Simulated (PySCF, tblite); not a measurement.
**C₆H₉NOSi: geometry, infrared bands and NMR shifts**

Aim: predict the infrared bands and NMR shifts of C₆H₉NOSi (`C[C@@H]1[SiH2]OCC=C1C#N`).

The runs use tblite 0.8.0 and PySCF 2.14.0, with density-fitted response routines of our own; the level of theory stands in each step. All values are computed, except where a source is named. Atoms are numbered from 0 throughout.

## 1. The molecule as given

18 atoms, charge 0, multiplicity 1; geometry from: force field or distance geometry start.

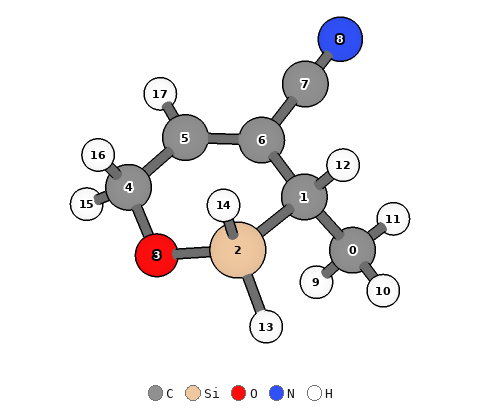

The starting geometry (carbon grey, silicon light orange, oxygen red, nitrogen blue, hydrogen white), atoms numbered.

## 2. Geometry optimisation with GFN2-xTB

The job: settings as JSON, then the geometry in Å.

```
{"job": {"kind": "relax", "xc": "GFN2-xTB", "basis": "xTB"}, "charge": 0, "multiplicity": 1}
C      1.836300    -0.673900    -0.775200
C      0.764800    -0.530600     0.322800
Si    -0.737300    -1.663400     0.031000
O     -1.822600    -0.687800    -0.810700
C     -2.100000     0.596700    -0.269200
C     -0.912000     1.382400     0.219400
C      0.336800     0.926600     0.486700
C      1.307500     1.852600     1.013000
N      2.085300     2.591500     1.434100
H      1.441000    -0.334500    -1.740800
H      2.146300    -1.714700    -0.889900
H      2.717600    -0.083400    -0.542500
H      1.208500    -0.875300     1.286700
H     -0.382200    -2.858300    -0.772400
H     -1.357700    -2.040900     1.325700
H     -2.570000     1.170800    -1.074200
H     -2.843800     0.516600     0.526900
H     -1.127200     2.432200     0.396900
```

Run with:

```sh
$ OMP_NUM_THREADS=1 python probes_run.py task.json out
```

The driver reads the jobs from task.json and runs them one after another.

Standard output:

```text
step      E/eV     max force
  0    -711.19175    1.252
  1    -711.25606    1.065
  2    -711.27522    1.993
  3    -711.30152    1.137
  4    -711.32370    0.732
  5    -711.33997    0.294
  6    -711.35444    0.282
  7    -711.36320    0.313
  8    -711.37434    0.240
  9    -711.38056    0.220
 10    -711.38593    0.211
 11    -711.39106    0.193
 12    -711.39646    0.154
 13    -711.40040    0.172
 14    -711.40284    0.122
 15    -711.40466    0.110
 16    -711.40666    0.104
 17    -711.40880    0.122
 18    -711.41062    0.123
 19    -711.41210    0.083
 20    -711.41357    0.089
 21    -711.41526    0.104
 22    -711.41717    0.108
 23    -711.41901    0.100
 24    -711.42057    0.093
 25    -711.42196    0.077
 26    -711.42325    0.081
 27    -711.42429    0.071
 28    -711.42507    0.064
 29    -711.42570    0.070
 30    -711.42634    0.067
 31    -711.42697    0.072
 32    -711.42744    0.055
 33    -711.42773    0.039
 34    -711.42796    0.044
 35    -711.42820    0.043
 36    -711.42844    0.035
 37    -711.42865    0.030
 38    -711.42880    0.029
 39    -711.42893    0.027
 40    -711.42904    0.025
 41    -711.42914    0.016
 42    -711.42920    0.019
 43    -711.42925    0.021
 44    -711.42930    0.022
 45    -711.42937    0.020
 46    -711.42946    0.022
 47    -711.42956    0.024
 48    -711.42965    0.021
 49    -711.42975    0.024
 50    -711.42985    0.021
 51    -711.42993    0.026
 52    -711.43002    0.022
 53    -711.43011    0.027
 54    -711.43021    0.029
 55    -711.43029    0.017
 56    -711.43035    0.017
 57    -711.43040    0.018
 58    -711.43045    0.020
 59    -711.43051    0.019
 60    -711.43057    0.018
 61    -711.43063    0.022
 62    -711.43071    0.025
 63    -711.43083    0.032
 64    -711.43097    0.035
 65    -711.43111    0.024
 66    -711.43121    0.026
 67    -711.43130    0.026
 68    -711.43140    0.025
 69    -711.43156    0.033
 70    -711.43177    0.041
 71    -711.43205    0.046
 72    -711.43235    0.039
 73    -711.43264    0.038
 74    -711.43291    0.041
 75    -711.43317    0.032
 76    -711.43342    0.037
 77    -711.43363    0.037
 78    -711.43377    0.033
 79    -711.43389    0.027
 80    -711.43402    0.030
 81    -711.43418    0.035
 82    -711.43429    0.026
 83    -711.43437    0.023
 84    -711.43445    0.021
 85    -711.43460    0.037
 86    -711.43481    0.046
 87    -711.43505    0.038
 88    -711.43524    0.038
 89    -711.43540    0.038
 90    -711.43557    0.037
 91    -711.43579    0.039
 92    -711.43603    0.041
 93    -711.43621    0.030
 94    -711.43631    0.022
 95    -711.43638    0.020
 96    -711.43645    0.022
 97    -711.43651    0.022
 98    -711.43657    0.023
 99    -711.43665    0.026
100    -711.43673    0.025
101    -711.43682    0.029
102    -711.43692    0.033
103    -711.43703    0.034
104    -711.43716    0.037
105    -711.43730    0.032
106    -711.43744    0.051
107    -711.43749    0.115
108    -711.43759    0.024
109    -711.43764    0.037
110    -711.43769    0.019
111    -711.43772    0.013
112    -711.43774    0.018
113    -711.43775    0.007
```

Run time: 1.5 s. Hardware: 1 thread of Arm Neoverse N1, shared host; peak memory 0.18 GiB.

Along the way: (not every step is listed)

```
step  energy from step 0 (eV)  largest force (eV/Å)
   0                   0.0000                1.2518
   1                  -0.0643                1.0647
   2                  -0.0835                1.9928
   3                  -0.1098                1.1370
   4                  -0.1320                0.7325
   5                  -0.1482                0.2941
   6                  -0.1627                0.2816
   7                  -0.1715                0.3132
   8                  -0.1826                0.2396
  18                  -0.2189                0.1225
  28                  -0.2333                0.0639
  38                  -0.2371                0.0285
  48                  -0.2379                0.0209
  58                  -0.2387                0.0198
  68                  -0.2397                0.0254
  78                  -0.2420                0.0334
  88                  -0.2435                0.0376
  98                  -0.2448                0.0226
 108                  -0.2458                0.0241
 109                  -0.2459                0.0369
 110                  -0.2459                0.0188
 111                  -0.2460                0.0130
 112                  -0.2460                0.0181
 113                  -0.2460                0.0069
```

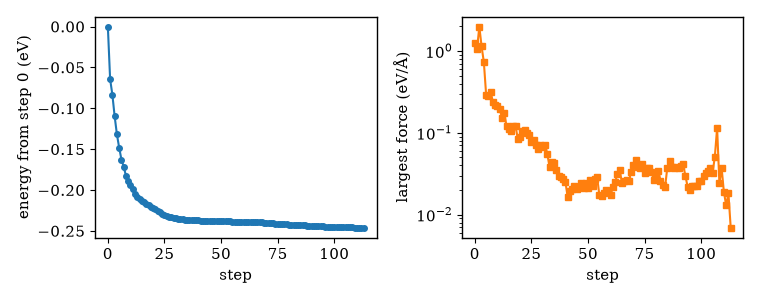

Energy and force, step by step.

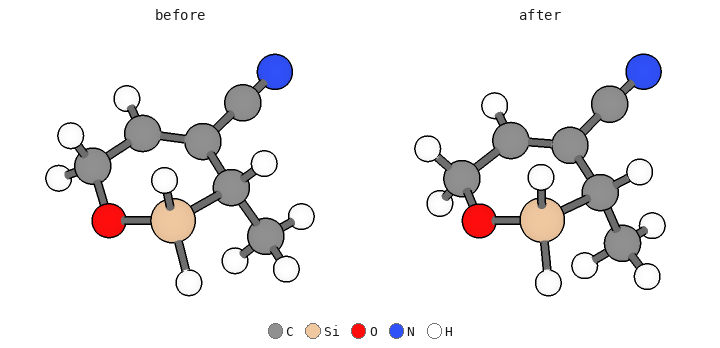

Before and after, at one scale.

Distances of close pairs at the start and the end, largest changes first:

```
   bond  before (Å)  after (Å)  change (Å)
 Si2–O3       1.685      1.624      -0.061
Si2–H13       1.483      1.452      -0.031
  C6–C7       1.441      1.415      -0.026
  O3–C4       1.421      1.397      -0.024
 C1–H12       1.116      1.094      -0.022
  C1–C6       1.528      1.508      -0.020
  C5–C6       1.356      1.336      -0.020
Si2–H14       1.484      1.466      -0.019
```

The end geometry stands in the next job.

## 3. Vibrational analysis with GFN2-xTB

The job: settings as JSON, then the geometry in Å.

```
{"job": {"kind": "ir", "xc": "GFN2-xTB", "basis": "xTB"}, "charge": 0, "multiplicity": 1}
C      1.675432    -0.574195    -0.893864
C      0.817719    -0.557366     0.376750
Si    -0.716682    -1.685557     0.233201
O     -1.799970    -0.786616    -0.576596
C     -1.979489     0.590804    -0.426697
C     -0.866789     1.336998     0.228946
C      0.319411     0.847667     0.602452
C      1.246371     1.709671     1.234873
N      2.026851     2.371891     1.753165
H      1.074045    -0.323361    -1.765733
H      2.102148    -1.563073    -1.043155
H      2.489951     0.146533    -0.820396
H      1.463208    -0.825950     1.218261
H     -0.549611    -2.812978    -0.665721
H     -1.173365    -2.020318     1.585353
H     -2.145030     1.008950    -1.430448
H     -2.900370     0.762323     0.150941
H     -1.092588     2.380893     0.407017
```

Standard output:

```text
mode    cm-1     km/mol
  1      36.3      3.76
  2     123.3     10.91
  3     128.8      5.31
  4     149.6      1.42
  5     219.2      0.60
  6     227.1      0.81
  7     253.9      0.95
  8     332.4      4.02
  9     362.8      4.21
 10     415.4     13.13
 11     520.1     39.12
 12     525.6     44.18
 13     581.6     32.18
 14     619.6      0.62
 15     640.3     23.19
 16     707.8     65.04
 17     728.6     11.35
 18     766.4    257.87
 19     802.0    201.39
 20     802.9     24.47
 21     838.5     31.61
 22     961.3      1.90
 23     987.5      8.12
 24    1012.8      4.57
 25    1068.8     10.86
 26    1096.3     11.00
 27    1126.7     20.54
 28    1177.0    131.94
 29    1204.5      3.02
 30    1249.1      5.71
 31    1282.4      0.65
 32    1311.7     10.54
 33    1325.1      7.74
 34    1413.1      1.03
 35    1450.1      9.01
 36    1499.6      3.23
 37    1505.1      3.46
 38    1680.1     31.33
 39    2243.0    334.32
 40    2366.1    278.58
 41    2372.7    208.33
 42    2851.9     30.37
 43    2887.8     38.90
 44    2946.2     33.12
 45    3005.2     33.22
 46    3025.2     30.83
 47    3036.9     27.75
 48    3057.9     23.32
```

It took 1.2 s on 1 thread of Arm Neoverse N1, shared host; peak memory 0.18 GiB.

Which atoms move in the most intense modes:

```
cm⁻¹  km/mol                                  atoms
 526    44.2  C7 35 %, H14 16 %, H13 13 %, Si2 13 %
 708    65.0            H14 33 %, H13 23 %, C4 14 %
 766   257.9                     H14 47 %, H13 38 %
 802   201.4            Si2 32 %, O3 15 %, H13 13 %
1177   131.9                       C4 39 %, O3 36 %
2243   334.3                               H14 96 %
2366   278.6                       C7 58 %, N8 38 %
2373   208.3                               H13 93 %
```

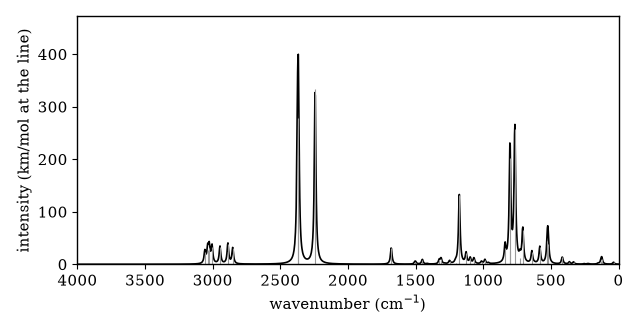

The infrared spectrum from these modes, unscaled. Lines are broadened to a width of 14 cm⁻¹ (Lorentzian).

## 4. Nuclear shieldings: PBE0/pcSseg-1

Settings changed since step 3:

```diff
@@ -1,2 +1,2 @@
-{"job": {"kind": "ir", "xc": "GFN2-xTB", "basis": "xTB"}, "charge": 0, "multiplicity": 1}
+{"job": {"kind": "nmr", "xc": "PBE0", "basis": "pcSseg-1"}, "charge": 0, "multiplicity": 1}
 C      1.675432    -0.574195    -0.893864
```

Method: GIAO PBE0/pcSseg-1 NMR shielding, non-relativistic, gas phase.

Standard output:

```text
coarse grid: 15872 points
cycle   1  E = -652.7366057113  dE =  1.389e+00  |g| = 7.643e-01  |ddm| = 4.038e+00
cycle   2  E = -652.5040797341  dE =  2.325e-01  |g| = 1.323e+00  |ddm| = 2.038e+00
cycle   3  E = -652.8440130463  dE = -3.399e-01  |g| = 2.154e-01  |ddm| = 1.442e+00
cycle   4  E = -652.8526081813  dE = -8.595e-03  |g| = 9.748e-02  |ddm| = 2.294e-01
cycle   5  E = -652.8544703387  dE = -1.862e-03  |g| = 2.514e-02  |ddm| = 9.569e-02
cycle   6  E = -652.8546026002  dE = -1.323e-04  |g| = 5.463e-03  |ddm| = 2.371e-02
cycle   7  E = -652.8546090578  dE = -6.458e-06  |g| = 1.746e-03  |ddm| = 6.657e-03
final grid: 149728 points
cycle   8  E = -652.9177200843  dE = -3.203e-05  |g| = 1.058e-02  |ddm| = 3.565e-02
cycle   9  E = -652.9176968599  dE =  2.322e-05  |g| = 1.526e-02  |ddm| = 1.987e-02
cycle  10  E = -652.9177428996  dE = -4.604e-05  |g| = 1.448e-03  |ddm| = 1.243e-02
cycle  11  E = -652.9177433531  dE = -4.535e-07  |g| = 2.883e-04  |ddm| = 1.590e-03
cycle  12  E = -652.9177433696  dE = -1.651e-08  |g| = 1.253e-04  |ddm| = 3.709e-04
cycle  13  E = -652.9177433731  dE = -3.447e-09  |g| = 4.181e-05  |ddm| = 1.354e-04
cycle  14  E = -652.9177433734  dE = -3.804e-10  |g| = 1.407e-05  |ddm| = 4.963e-05
converged SCF energy = -652.9177433734

GIAO shielding tensors (ppm)
atom      isotropic    diamagn.    paramagn.     s11        s22        s33       span
  0 C      166.584     246.855     -80.271    152.604    161.690    185.458     32.854
  1 C      165.583     250.463     -84.880    146.830    165.919    183.999     37.169
  2 Si     372.948     879.878    -506.930    347.702    365.095    406.048     58.346
  3 O      333.906     396.052     -62.145    274.768    352.957    373.994     99.226
  4 C      119.162     240.038    -120.876     98.689    108.066    150.731     52.041
  5 C       35.162     256.130    -220.968    -87.033     39.136    153.383    240.416
  6 C       64.781     260.758    -195.976    -42.325     79.377    157.292    199.618
  7 C       62.459     259.102    -196.643    -61.451    -44.814    293.643    355.094
  8 N      -42.096     341.611    -383.707   -186.611   -176.115    236.437    423.048
  9 H       30.601      30.784      -0.184     26.303     29.707     35.792      9.490
 10 H       30.448      29.605       0.843     26.000     27.451     37.892     11.892
 11 H       29.885      29.952      -0.067     25.139     28.835     35.680     10.541
 12 H       30.180      32.204      -2.024     26.505     28.106     35.929      9.424
 13 H       26.956      29.452      -2.496     23.678     24.867     32.324      8.646
 14 H       26.560      29.102      -2.542     23.075     24.459     32.145      9.070
 15 H       26.657      27.206      -0.549     22.309     25.534     32.128      9.820
 16 H       26.796      26.593       0.203     21.715     25.901     32.771     11.057
 17 H       25.184      31.083      -5.899     23.398     23.922     28.231      4.832
```

Wall time 71 s (1 thread of Arm Neoverse N1, shared host); peak memory 1 GiB.

The references, computed at this level on geometries of the same kind, shield at (ppm): ¹H TMS 31.72, ¹³C TMS 186.9, ²⁹Si TMS 349.2, ¹⁵N NH3 267.7, ¹⁷O H2O 336.1. Their shielding less the atom's gives the shift. The references are single molecules in the gas phase, so shifts against H2O, NH3, PH3, H3PO4 or CFCl3 are not on the usual liquid scales and can be off by tens of ppm. Atoms listed in one row are averaged.

```
       atoms                                                 environment  σ (ppm)  δ (ppm)  δ scaled to CDCl3
          C5                                                   alkene CH     35.2    151.8              146.2
          C7                                              nitrile carbon     62.5    124.5              119.6
          C6                             fully substituted alkene carbon     64.8    122.1              117.3
          C4                                 allylic sp3 CH2 bonded to O    119.2     67.8               64.2
          C1                                 allylic sp3 CH bonded to Si    165.6     21.3               18.9
          C0                                               methyl carbon    166.6     20.3               17.9
         H17                                    hydrogen on an alkene CH    25.18     6.53               6.26
         H14  hydrogen on a silicon bonded to C, O, in a 6-membered ring    26.56     5.16                  –
         H15                  hydrogen on an allylic sp3 CH2 bonded to O    26.66     5.06               4.88
         H16                  hydrogen on an allylic sp3 CH2 bonded to O    26.80     4.92               4.75
         H13  hydrogen on a silicon bonded to C, O, in a 6-membered ring    26.96     4.76                  –
         H12                  hydrogen on an allylic sp3 CH bonded to Si    30.18     1.54               1.55
H9, H10, H11                                 hydrogen on a methyl carbon    30.31     1.41               1.43
         Si2           silicon bonded to C, O, 2 H, in a 6-membered ring    372.9    -23.8                  –
          O3                oxygen bonded to C, Si, in a 6-membered ring    333.9      2.2                  –
          N8                                            nitrile nitrogen    -42.1    309.8                  –
```

The scaled column applies a straight-line fit of computed shieldings to shifts measured in CDCl3 (root-mean-square error 0.16 ppm for H, 1.9 ppm for C).

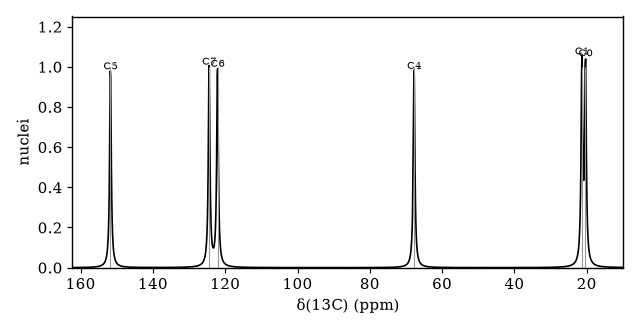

¹³C lines at the computed shifts, without couplings. Lines are broadened to a width of 0.53 ppm (Lorentzian).

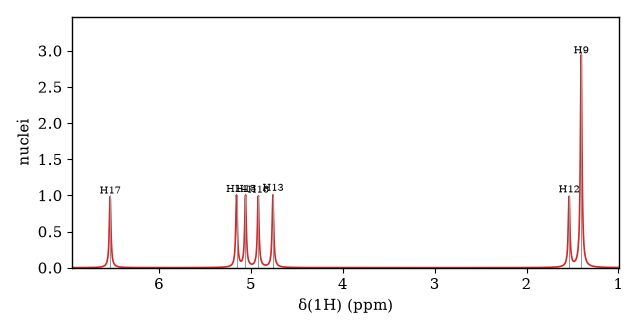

¹H lines at the computed shifts, without couplings. Lines are broadened to a width of 0.02 ppm (Lorentzian).

Charges from the same density, by scheme (e):

```
atoms  Mulliken    IAO  Hirshfeld  ESP fit
   C0     -0.20  -0.41      -0.12    -0.44
   C1     -0.50  -0.40      -0.11     0.25
  Si2      0.91   1.01       0.41     0.47
   O3     -0.63  -0.64      -0.23    -0.39
   C4      0.19  -0.05       0.02     0.08
   C5     -0.12  -0.14      -0.02     0.05
   C6     -0.28  -0.05       0.01    -0.50
   C7      0.17   0.14       0.08     0.53
   N8     -0.25  -0.25      -0.23    -0.50
```

Hirshfeld charges:

C0 -0.12; C1 -0.11; Si2 0.41; O3 -0.23; C4 0.02; C5 -0.02; C6 0.01; C7 0.08; N8 -0.23; H9 0.04; H10 0.04; H11 0.04; H12 0.04; H13 -0.07; H14 -0.08; H15 0.06; H16 0.05; H17 0.06

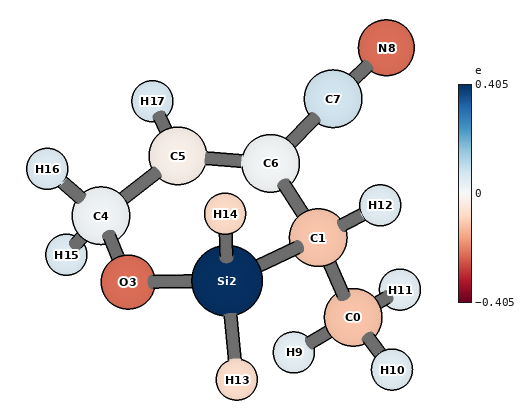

Hirshfeld charges, as colours on the atoms.

Mayer bond orders: C0–C1 1.02, C1–Si2 0.83, Si2–O3 0.97, O3–C4 0.91, C4–C5 1.07, C5–C6 1.79, C6–C7 1.06, C7–N8 3.02, C6–C1 1.00.

Ring of atoms C1, Si2, O3, C4, C5, C6: NICS(0) -0.9, NICS(1) -1.4, NICS(1)zz 1.0 ppm (means of both faces).

## 5. Results

| quantity | value |
| --- | --- |
| strongest single infrared mode (GFN2-xTB) | 2243 cm⁻¹, 334 km/mol |
| zero-point energy (GFN2-xTB) | 84.2 kcal/mol |
| ¹³C shifts against TMS (PBE0/pcSseg-1) | 151.8, 124.5, 122.1, 67.8, 21.3, 20.3 ppm |
| ¹H shifts against TMS (PBE0/pcSseg-1, means over atoms taken as alike) | 6.53, 5.16, 5.06, 4.92, 4.76, 1.54, 1.41 ppm |
| ²⁹Si shifts against TMS (PBE0/pcSseg-1) | -23.8 ppm |
| ¹⁷O shifts against H2O (PBE0/pcSseg-1) | 2.2 ppm |
| ¹⁵N shifts against NH3 (PBE0/pcSseg-1) | 309.8 ppm |

In words: The optimisation took 113 steps and gained 0.246 eV; among the close pairs (by a distance rule), Si2–O3 changed most, from 1.685 to 1.624 Å. All 48 modes are real, so the xTB geometry is a minimum. The strongest single mode, at 2243 cm⁻¹, moves mainly H14. GFN2-xTB is a fitted tight-binding method: band positions and strengths are rough. Its intensities can rank the bands wrongly. H17 (hydrogen on an alkene CH) lies farthest downfield among hydrogen, at 6.53 ppm; olefinic region. At PBE0/pcSseg-1: Shielding is most anisotropic at N8 (span 423 ppm, paramagnetic term -384 ppm).
